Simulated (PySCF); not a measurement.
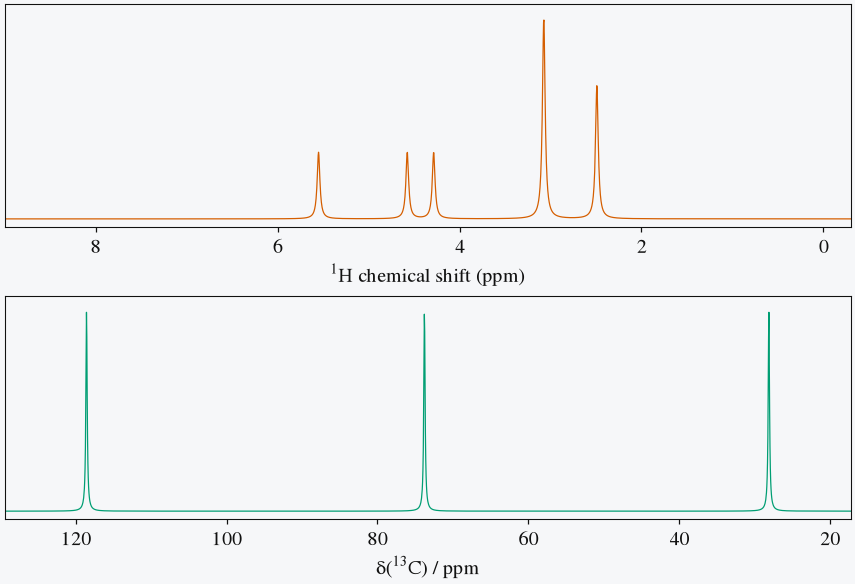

GIAO shifts, mPW1PW91/pcSseg-1 in PySCF 2.14.0, at a PBE0-D3(BJ)/def2-SVP geometry (no frequency check), against TMS for ¹H and TMS for ¹³C computed at the same level. Gas phase, fully decoupled, line heights follow the number of nuclei, widths are arbitrary (no quadrupolar broadening); values of one conformer, averaged over methyl-type rotors and exact or near symmetry.

> Which molecule was computed?
A. C₄H₇NSi, SMILES C[Si@@H]1C[C@H]1C#N
B. C₃H₈BFO, SMILES [BH3-][O+]1CC[C@@H]1F
C. C₄H₄FNSi, SMILES N#CCC#C[SiH2]F
D. C₄H₅FSi₂, SMILES C#C[Si@]1(F)C=C[SiH2]1

Option B. Its ¹H signals: 5.55 (1 H), 4.57 (1 H), 4.28 (1 H), 3.07 (3 H), 2.49 (2 H) ppm. Its ¹³C signals: 118.6 (1 C), 73.8 (1 C), 28.1 (1 C) ppm.
